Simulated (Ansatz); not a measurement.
# CH₃BS: ionisation energy by level of theory

How much energy removes an electron from CH₃BS at fixed geometry? The cation is run at each level and the neutral's energy taken from earlier runs.

The runs use Ansatz 0.2.0, Gaussian basis; unrestricted cation, the program's frozen cores in correlated methods.

The runs, in order: UKS PBE-D4/def2-TZVPP; UKS r2SCAN-D4/def2-TZVPP; UKS PBE0-D4/def2-TZVPP; UKS B3LYP-D4/def2-TZVPP; UKS wB97X-V/def2-TZVPP; UKS wB97M-V/def2-TZVPP; UKS B2PLYP/def2-TZVPP; UHF-CCSD(T)/def2-TZVPP; UHF-MP2/def2-QZVPP; extrapolation to the limit; then −ε(HOMO) from the neutral's earlier runs with LDA (SPW92), PBE-D4, revPBE-D4, BLYP-D4, r2SCAN-D4, B97M-V, PBE0-D4, B3LYP-D4, r2SCANh-D4, r2SCAN0-D4, HSE06-D4, BHLYP-D4, CAM-B3LYP-D4, LC-ωPBE, ωB97X-V, ωB97M-V.

### 1 Structure used throughout

The geometry comes from an earlier relaxation with PBE0-D4 in a triple-zeta def2 set; it is a stationary point.

SMILES `BC=S`, 6 atoms, charge 0, spin multiplicity 1.

Atoms are counted from 1 here; the program's logs count them from 0.

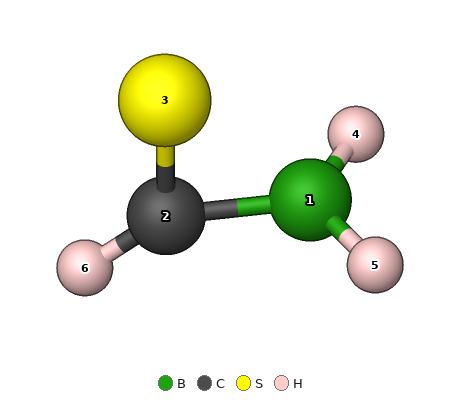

The geometry (boron green, carbon dark grey, sulfur yellow, hydrogen pink); atoms are numbered from 1 in the order of the file.

### 2 Cation, UKS PBE-D4/def2-TZVPP

Input file in.yaml:

```yaml
crystal:
  periodic: [false, false, false]
  atoms:
    - {symbol: B, position_ang: [-0.561139, -0.255700, -0.375595]}
    - {symbol: C, position_ang: [0.645909, 0.481689, 0.195995]}
    - {symbol: S, position_ang: [0.695897, -0.654578, 1.349766]}
    - {symbol: H, position_ang: [-0.393089, -1.058683, -1.246131]}
    - {symbol: H, position_ang: [-1.660003, 0.093196, -0.056791]}
    - {symbol: H, position_ang: [1.314523, 1.329975, 0.086558]}
basis:
  gaussian: {orbitals: def2-TZVPP}
total_charge: 1
magnetization: {spin_polarized: true, initial_magnetization: 1}
hamiltonian: {xc: pbe, dispersion: d4}
```

On the command line:

```
> ansatz run in.yaml --threads 2 --pin off --events-out ev --progress --plain --max-ram 4352MiB
```

Output:

```text
Functional definition: PBE
  name "PBE"
  cite "Perdew, Burke & Ernzerhof, Phys. Rev. Lett. 77, 3865 (1996) doi:10.1103/PhysRevLett.77.3865"
  parent pbe
  parameter kappa = 0.804
  parameter beta = 0.06672455060314922
  exchange = pbe_x(kappa = kappa, mu = beta*pi^2/3)
  correlation = pbe_c(beta = beta)
810 factors; their error is unknown
mean field evaluation 1: about -12556.1594 eV, gradient 6.7e1 eV
mean field evaluation 2: about -12470.2692 eV, gradient 1.3e2 eV
mean field evaluation 4: about -12575.8224 eV, gradient 2.1e1 eV
mean field evaluation 8: about -12579.9398 eV, gradient 2.5e-1 eV
mean field evaluation 16: about -12579.9265 eV, gradient 6.2e-4 eV
mean field evaluation 32: about -12579.8324 eV, gradient 9.5e-1 eV
mean field -12579.92653093 eV, -462.3037730311 hartree, gradient 2.4e-6 eV, S^2 0.756949; 3 other end points of the search recorded, 0 dependent functions left out
reference -12579.92656888 eV, -462.3037744258 hartree; 15, 14 occupied and 131, 132 virtual orbitals, 810 factors
Total energy: -12580.00880145 eV, -462.3067964169 hartree
```

It took 1.9 s on 2 threads of Intel Xeon 6975P-C, shared host; peak memory 0.26 GiB.

The neutral molecule at this level: -12589.9208 eV. Difference: 9.912 eV. ⟨S²⟩ = 0.757.

### 3 Cation, UKS r2SCAN-D4/def2-TZVPP

Changes to in.yaml since step 2:

```diff
@@ -13,2 +13,2 @@
 magnetization: {spin_polarized: true, initial_magnetization: 1}
-hamiltonian: {xc: pbe, dispersion: d4}
+hamiltonian: {xc: r2scan, dispersion: d4}
```

Same command.

Output, cut to the lines that bear on the results:

```text
Functional definition: r2SCAN
  name "r2SCAN"
  cite "Furness, Kaplan, Ning, Perdew & Sun, J. Phys. Chem. Lett. 11, 8208 (2020) doi:10.1021/acs.jpclett.0c02405"
  cite "Furness, Kaplan, Ning, Perdew & Sun, J. Phys. Chem. Lett. 11, 9248 (2020) doi:10.1021/acs.jpclett.0c03077"
  parent r2scan
[...]
810 factors; their error is unknown
[...]
mean field -12585.28801272 eV, -462.5008038527 hartree, gradient 2.4e-6 eV, S^2 0.765424; 3 other end points of the search recorded, 0 dependent functions left out
reference -12585.28802545 eV, -462.5008043206 hartree; 15, 14 occupied and 131, 132 virtual orbitals, 810 factors
Total energy: -12585.30586766 eV, -462.5014600097 hartree
```

Run time: 3.2 s. Hardware: 2 threads of Intel Xeon 6975P-C, shared host; peak memory 0.3 GiB.

The neutral molecule at this level: -12595.1769 eV. Difference: 9.871 eV. ⟨S²⟩ = 0.765.

### 4 Cation, UKS PBE0-D4/def2-TZVPP

Changes to in.yaml since step 3:

```diff
@@ -13,2 +13,2 @@
 magnetization: {spin_polarized: true, initial_magnetization: 1}
-hamiltonian: {xc: r2scan, dispersion: d4}
+hamiltonian: {xc: pbe0, dispersion: d4}
```

Same command.

Output:

```text
Functional definition: PBE0
  name "PBE0"
  cite "Adamo & Barone, J. Chem. Phys. 110, 6158 (1999) doi:10.1063/1.478522"
  cite "Perdew, Burke & Ernzerhof, Phys. Rev. Lett. 77, 3865 (1996) doi:10.1103/PhysRevLett.77.3865"
  parent pbe
  parameter a = 0.25
  parameter kappa = 0.804
  parameter beta = 0.06672455060314922
  exchange = (1 - a)*pbe_x(kappa = kappa, mu = beta*pi^2/3) + a*exact_x
  correlation = pbe_c(beta = beta)
841 factors; their error is unknown
mean field evaluation 1: about -12567.3600 eV, gradient 5.1e1 eV
mean field evaluation 2: about -12531.9425 eV, gradient 8.9e1 eV
mean field evaluation 4: about -12580.8720 eV, gradient 4.0e0 eV
mean field evaluation 8: about -12580.9607 eV, gradient 1.6e-1 eV
mean field evaluation 16: about -12580.9658 eV, gradient 5.3e-3 eV
mean field -12580.96582783 eV, -462.3419664878 hartree, gradient 2.9e-5 eV, S^2 0.762734; 2 other end points of the search recorded, 0 dependent functions left out
reference -12580.96585593 eV, -462.3419675205 hartree; 15, 14 occupied and 131, 132 virtual orbitals, 841 factors
Total energy: -12581.03369769 eV, -462.3444606590 hartree
```

Run time: 1.9 s. Hardware: 2 threads of Intel Xeon 6975P-C, shared host; peak memory 0.31 GiB.

Less the neutral's -12590.9665 eV (earlier run), this gives 9.933 eV. ⟨S²⟩ = 0.763.

### 5 Cation, UKS B3LYP-D4/def2-TZVPP

Changes to in.yaml since step 4:

```diff
@@ -13,2 +13,2 @@
 magnetization: {spin_polarized: true, initial_magnetization: 1}
-hamiltonian: {xc: pbe0, dispersion: d4}
+hamiltonian: {xc: {name: B3LYP}, dispersion: d4}
```

Same command.

Output, cut to the lines that bear on the results:

```text
Functional definition: B3LYP
  name "B3LYP"
  cite "Stephens, Devlin, Chabalowski & Frisch, J. Phys. Chem. 98, 11623 (1994) doi:10.1021/j100096a001"
  cite "Becke, Phys. Rev. A 38, 3098 (1988) doi:10.1103/PhysRevA.38.3098"
  cite "Lee, Yang & Parr, Phys. Rev. B 37, 785 (1988) doi:10.1103/PhysRevB.37.785"
  cite "Vosko, Wilk & Nusair, Can. J. Phys. 58, 1200 (1980) doi:10.1139/p80-159"
[...]
822 factors; their error is unknown
[...]
mean field -12587.82634697 eV, -462.5940859161 hartree, gradient 2.6e-5 eV, S^2 0.758810; 2 other end points of the search recorded, 0 dependent functions left out
reference -12587.82657802 eV, -462.5940944068 hartree; 15, 14 occupied and 131, 132 virtual orbitals, 822 factors
Total energy: -12587.96174326 eV, -462.5990616377 hartree
```

Wall time 2.1 s (2 threads of Intel Xeon 6975P-C, shared host); peak memory 0.31 GiB.

Less the neutral's -12597.9275 eV (earlier run), this gives 9.966 eV. ⟨S²⟩ = 0.759.

### 6 Cation, UKS wB97X-V/def2-TZVPP

Changes to in.yaml since step 5:

```diff
@@ -13,2 +13,2 @@
 magnetization: {spin_polarized: true, initial_magnetization: 1}
-hamiltonian: {xc: {name: B3LYP}, dispersion: d4}
+hamiltonian: {xc: {name: wB97X-V}}
```

The command is unchanged.

Output, cut to the lines that bear on the results:

```text
Functional definition: wB97X-V
  name "wB97X-V"
  cite "Mardirossian & Head-Gordon, Phys. Chem. Chem. Phys. 16, 9904 (2014) doi:10.1039/C3CP54374A"
  cite "Becke, J. Chem. Phys. 107, 8554 (1997) doi:10.1063/1.475007"
  cite "Vydrov & Van Voorhis, J. Chem. Phys. 133, 244103 (2010) doi:10.1063/1.3521275"
[...]
      + integral(e_c_pw_opposite_spin*poly(b97_u_opposite, cos0, cos1)) + vv10(b, c)
817 factors; their error is unknown
192 factors; integrals over basis functions are off by at most 1.7e-5 eV
[...]
mean field -12584.87090625 eV, -462.4854754727 hartree, gradient 3.6e-5 eV, S^2 0.760057; 2 other end points of the search recorded, 0 dependent functions left out
reference -12584.87090463 eV, -462.4854754134 hartree; 15, 14 occupied and 131, 132 virtual orbitals, 817 factors
Total energy: -12584.87090463 eV, -462.4854754134 hartree
```

It took 9.5 s on 2 threads of Intel Xeon 6975P-C, shared host; peak memory 0.52 GiB.

The neutral molecule at this level: -12594.7989 eV. Difference: 9.928 eV. ⟨S²⟩ = 0.760.

### 7 Cation, UKS wB97M-V/def2-TZVPP

Changes to in.yaml since step 6:

```diff
@@ -13,2 +13,2 @@
 magnetization: {spin_polarized: true, initial_magnetization: 1}
-hamiltonian: {xc: {name: wB97X-V}}
+hamiltonian: {xc: {name: wB97M-V}}
```

Launched as before.

Output, cut to the lines that bear on the results:

```text
Functional definition: wB97M-V
  name "wB97M-V"
  cite "Mardirossian & Head-Gordon, J. Chem. Phys. 144, 214110 (2016) doi:10.1063/1.4952647"
  cite "Becke, J. Chem. Phys. 107, 8554 (1997) doi:10.1063/1.475007"
  cite "Vydrov & Van Voorhis, J. Chem. Phys. 133, 244103 (2010) doi:10.1063/1.3521275"
  # Of w^i u^j: cxij and so on, Table III.
[...]
  gx(w, u) = 1 - cx + cx01*u + cx10*w
  gss(w, u) = css00 + css04*u^4 + css10*w + css20*w^2 + css43*w^4*u^3
  gos(w, u) = cos00 + cos10*w + (cos20 + cos21*u)*w^2 + (cos60 + cos61*u)*w^6
[...]
      + integral(e_c_pw_mod_opposite_spin*gos(b97_w_opposite, b97_u_opposite)) + vv10(b, c)
817 factors; their error is unknown
192 factors; integrals over basis functions are off by at most 1.7e-5 eV
[...]
mean field -12585.53191728 eV, -462.5097671802 hartree, gradient 1.7e-5 eV, S^2 0.758187; 2 other end points of the search recorded, 0 dependent functions left out
reference -12585.53196084 eV, -462.5097687808 hartree; 15, 14 occupied and 131, 132 virtual orbitals, 817 factors
Total energy: -12585.53196084 eV, -462.5097687808 hartree
```

It took 10 s on 2 threads of Intel Xeon 6975P-C, shared host; peak memory 0.55 GiB.

The neutral molecule at this level: -12595.4805 eV. Difference: 9.949 eV. ⟨S²⟩ = 0.758.

### 8 Cation, UKS B2PLYP (frozen core)/def2-TZVPP

Changes to in.yaml since step 7:

```diff
@@ -13,2 +13,2 @@
 magnetization: {spin_polarized: true, initial_magnetization: 1}
-hamiltonian: {xc: {name: wB97M-V}}
+hamiltonian: {xc: {name: B2PLYP}}
```

Launched as before.

Output, cut to the lines that bear on the results:

```text
Functional definition: B2PLYP
  name "B2PLYP"
  cite "Grimme, J. Chem. Phys. 124, 034108 (2006) doi:10.1063/1.2148954"
  cite "Becke, Phys. Rev. A 38, 3098 (1988) doi:10.1103/PhysRevA.38.3098"
  cite "Lee, Yang & Parr, Phys. Rev. B 37, 785 (1988) doi:10.1103/PhysRevB.37.785"
[...]
849 factors; integrals over basis functions are off by at most 1.2e-3 eV
[...]
mean field -12578.34429470 eV, -462.2456269224 hartree, gradient 9.4e-6 eV, S^2 0.770993; 4 other end points of the search recorded, 0 dependent functions left out
7 core orbitals not correlated: weight in the atoms' cores, before any rotation towards them, 1.000 or more for the frozen orbitals, at most 0.000 for the correlated occupied ones
reference -12578.34444058 eV, -462.2456322834 hartree; 8, 7 occupied and 131, 132 virtual orbitals, 849 factors
second order -13.38337606 eV of doubles, -0.00000000 eV of singles
Total energy: -12581.95795212 eV, -462.3784263830 hartree
```

Wall time 3.5 s (2 threads of Intel Xeon 6975P-C, shared host); peak memory 0.3 GiB.

The neutral molecule at this level: -12591.8864 eV. Difference: 9.928 eV. ⟨S²⟩ = 0.771.

### 9 Cation, UHF-CCSD(T)/def2-TZVPP

Changes to in.yaml since step 8:

```diff
@@ -13,2 +13,3 @@
 magnetization: {spin_polarized: true, initial_magnetization: 1}
-hamiltonian: {xc: {name: B2PLYP}}
+correlation: {method: ccsd_t}
+scf: {omitted_lower_state_checks: [cluster_reference]}
```

The command is unchanged.

Output, cut to the lines that bear on the results:

```text
Functional definition: HF
  name "HF"
  cite "Fock, Z. Phys. 61, 126 (1930) doi:10.1007/BF01340294"
  parent pbe
[...]
849 factors; integrals over basis functions are off by at most 1.2e-3 eV
[...]
mean field -12557.63671774 eV, -461.4846375052 hartree, gradient 2.7e-6 eV, S^2 0.836561; 6 other end points of the search recorded, 0 dependent functions left out
7 core orbitals not correlated: weight in the atoms' cores, before any rotation towards them, 1.000 or more for the frozen orbitals, at most 0.000 for the correlated occupied ones
reference -12557.63671774 eV, -461.4846375052 hartree; 8, 7 occupied and 131, 132 virtual orbitals, 849 factors
second order -10.50054959 eV of doubles, -0.00000000 eV of singles
cycle   1  -11.14550754 eV  change   -6.4e-1 eV  update   1.0e-1
[...]
cycle  15  -11.69318011 eV  change    8.6e-6 eV  update   6.8e-6
perturbative correction -0.58757895 eV, -0.0215931281 hartree
Total energy: -12569.91747680 eV, -461.9359470764 hartree
Checks for a lower state left out: cluster_reference
```

Run time: 18 s. Hardware: 2 threads of Intel Xeon 6975P-C, shared host; peak memory 2.1 GiB.

The neutral molecule at this level: -12579.8645 eV. Difference: 9.947 eV. ⟨S²⟩ = 0.837. T1 = 0.035 (report).

### 10 Cation, UHF-MP2/def2-QZVPP

Changes to in.yaml since step 9:

```diff
@@ -10,6 +10,6 @@
 basis:
-  gaussian: {orbitals: def2-TZVPP}
+  gaussian: {orbitals: "def2-QZVPP.json"}
 total_charge: 1
 magnetization: {spin_polarized: true, initial_magnetization: 1}
-correlation: {method: ccsd_t}
+correlation: {method: mp2}
 scf: {omitted_lower_state_checks: [cluster_reference]}
```

Same command.

Output, cut to the lines that bear on the results:

```text
Functional definition: HF
  name "HF"
  cite "Fock, Z. Phys. 61, 126 (1930) doi:10.1007/BF01340294"
  parent pbe
[...]
1628 factors; integrals over basis functions are off by at most 7.8e-4 eV
[...]
mean field -12558.02370531 eV, -461.4988590361 hartree, gradient 1.9e-6 eV, S^2 0.837180; 6 other end points of the search recorded, 0 dependent functions left out
7 core orbitals not correlated: weight in the atoms' cores, before any rotation towards them, 1.000 or more for the frozen orbitals, at most 0.000 for the correlated occupied ones
reference -12558.02370531 eV, -461.4988590361 hartree; 8, 7 occupied and 259, 260 virtual orbitals, 1628 factors
second order -11.26171403 eV of doubles, -0.00000000 eV of singles
Total energy: -12569.28541934 eV, -461.9127193931 hartree
Checks for a lower state left out: cluster_reference
```

Run time: 16 s. Hardware: 2 threads of Intel Xeon 6975P-C, shared host; peak memory 0.87 GiB.

### 11 The basis-set limit

No new run: Hartree-Fock is extrapolated as exp(−7.88√X) and correlation as X^−2.97, with X = 3 and 4; only MP2 was run in the larger set, so CCSD(T) minus MP2 is added from the smaller one.

```
  level  energy at the limit (eV)
     HF               -12558.0770
    MP2               -12569.9025
   CCSD               -12571.0952
CCSD(T)               -12571.6828
```

The neutral's limit, from its own earlier runs, is -12581.7859 eV in the additive form (MP2 limit plus CCSD(T) minus MP2 in triple zeta), in which the cation has -12571.6828 eV.

### 12 Ionisation energies side by side

Differences are taken before rounding.

```
            method  ionisation energy (eV)  from CCSD(T)/CBS (eV)     time
            PBE-D4                    9.91                  -0.19    2.7 s
         r2SCAN-D4                    9.87                  -0.23    4.7 s
           PBE0-D4                    9.93                  -0.17    2.6 s
          B3LYP-D4                    9.97                  -0.14    3.2 s
           ωB97X-V                    9.93                  -0.18     12 s
           ωB97M-V                    9.95                  -0.15     12 s
            B2PLYP                    9.93                  -0.17    4.8 s
     HF/def2-TZVPP                    8.73                  -1.38         
    MP2/def2-TZVPP                   10.18                  +0.08         
   CCSD/def2-TZVPP                    9.85                  -0.25         
CCSD(T)/def2-TZVPP                    9.95                  -0.16     24 s
       CCSD(T)/CBS                   10.10                      0  4.6 min
```

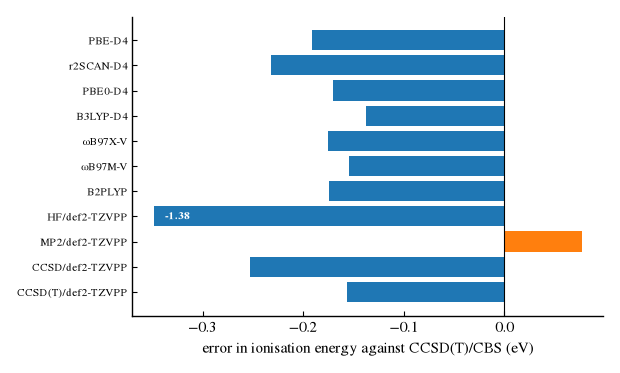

How far each level lands from CCSD(T)/CBS. Bars with a number in them are cut short.

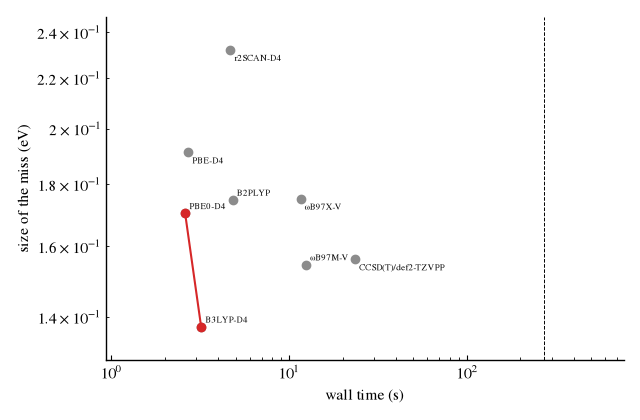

Accuracy for the time spent; red marks the levels that beat every quicker one drawn (of those quicker than the yardstick), and the dashed line is the time of CCSD(T)/CBS. Times are from a shared host.

Times add the cation's run and the neutral's; HF, MP2 and CCSD come out of the CCSD(T) runs.

Orbital estimates, from the neutral's runs:

| functional | −ε(HOMO) (eV) | by energy difference (eV) |
| --- | --- | --- |
| LDA (SPW92) | 6.63 |  |
| PBE-D4 | 6.50 | 9.91 |
| revPBE-D4 | 6.45 |  |
| BLYP-D4 | 6.33 |  |
| r2SCAN-D4 | 6.69 | 9.87 |
| B97M-V | 6.75 |  |
| PBE0-D4 | 7.63 | 9.93 |
| B3LYP-D4 | 7.39 | 9.97 |
| r2SCANh-D4 | 7.11 |  |
| r2SCAN0-D4 | 7.75 |  |
| HSE06-D4 | 7.23 |  |
| BHLYP-D4 | 8.59 |  |
| CAM-B3LYP-D4 | 8.89 |  |
| LC-ωPBE | 10.24 |  |
| ωB97X-V | 9.88 | 9.93 |
| ωB97M-V | 9.74 | 9.95 |

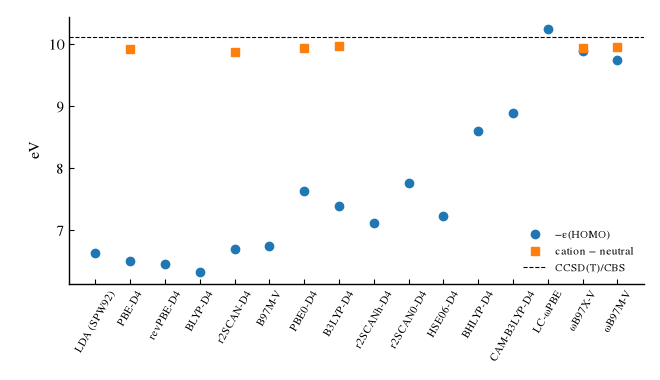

Orbital estimates and energy differences by functional.

### 13 What came out

| quantity | value |
| --- | --- |
| ionisation energy, CCSD(T)/CBS | 10.10 eV |
| nearest functional by difference | B3LYP-D4 (-0.14 eV) |
| nearest −ε(HOMO) | LC-ωPBE (+0.14 eV) |
| −ε(HOMO) of PBE | 6.50 eV |
| T1 of the cation | 0.035 |

What this shows: Energy differences with functionals land within 0.23 eV of the reference. The PBE orbital energy is 3.6 eV too small: a semilocal HOMO is no ionisation energy. Among orbital estimates LC-ωPBE comes nearest. Hartree-Fock falls 1.38 eV short, as the neutral has more correlation energy than the cation. The cation's T1 (from the report) is 0.035, near the customary mark of 0.045 for open shells, so the coupled-cluster value is less safe. The cation may have settled in a state other than its lowest; no search over hole states beyond the program's own was made.

B3LYP-D4 reaches 0.14 eV from the reference in 3.2 s, where CCSD(T)/CBS took 4.6 min; the quickest level in the cost chart, PBE0-D4, takes 2.6 s and misses by 0.17 eV.
